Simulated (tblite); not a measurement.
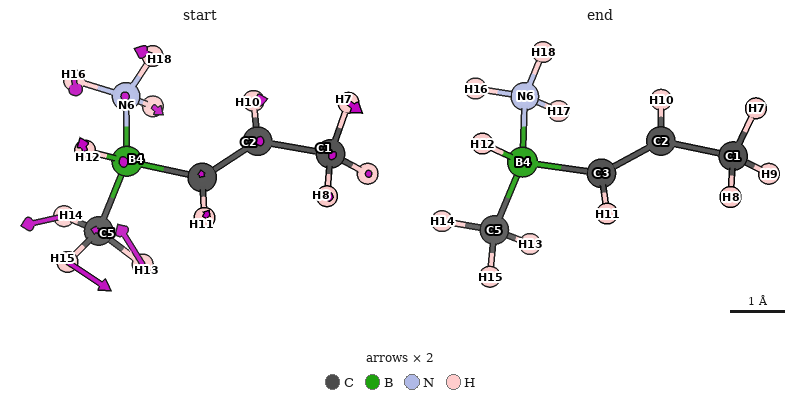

The structure of C₄H₁₂BN before (left) and after (right) a relaxation, at one scale. The purple arrows give the displacements, magnified 2 times.

Style: ball-and-stick. Shown at a tilt.

Method: GFN2-xTB geometry optimisation, gas phase in tblite. 

What changed between the two?

Answer. After 63 geometry steps the energy has fallen by 13.8 kcal/mol. The atom that moves furthest after the best rigid fit is H13 (0.64 Å). Largest moves by element: H 0.64 Å, B 0.13 Å, C 0.10 Å, N 0.09 Å. Some distances before and after: B4–N6 1.519 → 1.651 Å, C5–H14 1.128 → 1.091 Å, N6–H16 1.050 → 1.013 Å, B4–C5 1.592 → 1.627 Å. Among the angles between lasting bonds that change: C2–C3–B4 118.2° → 129.4°, C2–C3–H11 124.7° → 115.6°, C5–B4–H12 104.7° → 113.4°. Groups turn about B4–C5 by about 35°. The run took 0.53 s on 1 thread of Arm Neoverse N1, on a shared host.
